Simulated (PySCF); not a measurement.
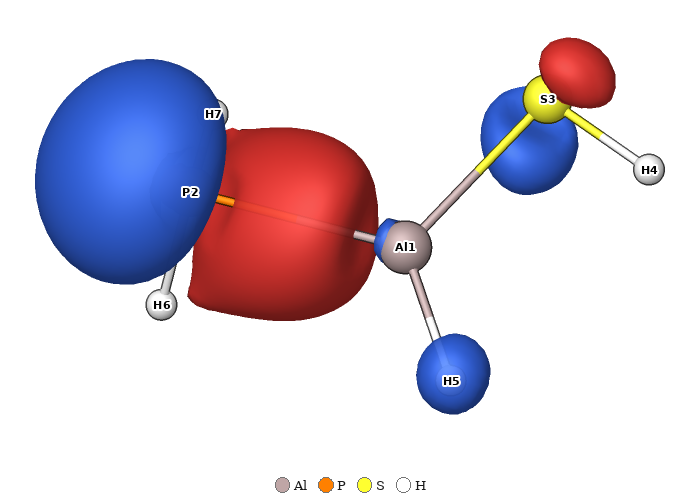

AlH4PS (SMILES [PH2][AlH][SH]). The HOMO at ±0.15 Å⁻³ᐟ² (blue and red are the two phases), seen at a tilt.

Geometry: B3LYP-D3(BJ)/def2-SVP.

Method: Gaussian-basis quantum chemistry of an isolated molecule with PySCF, energy and nuclear gradient, functional PBE0 in PySCF 2.14.0.

```xyz
7

Al   -0.5650   -0.2165   -0.8964
P     1.6800   -0.7348   -0.5271
S    -1.2652    1.7464   -0.2046
H    -2.5000    1.6266   -0.7480
H    -1.5467   -1.1505   -1.7116
H     1.3722   -2.0283    0.0024
H     1.7207   -0.0939    0.7501
```

> Where does this orbital lie, and at what energy?

Its weight (Hirshfeld) is mainly on P2 (about 65 %), Al1 (about 15 %) and S3 (about 10 %). Its energy is −7.45 eV.
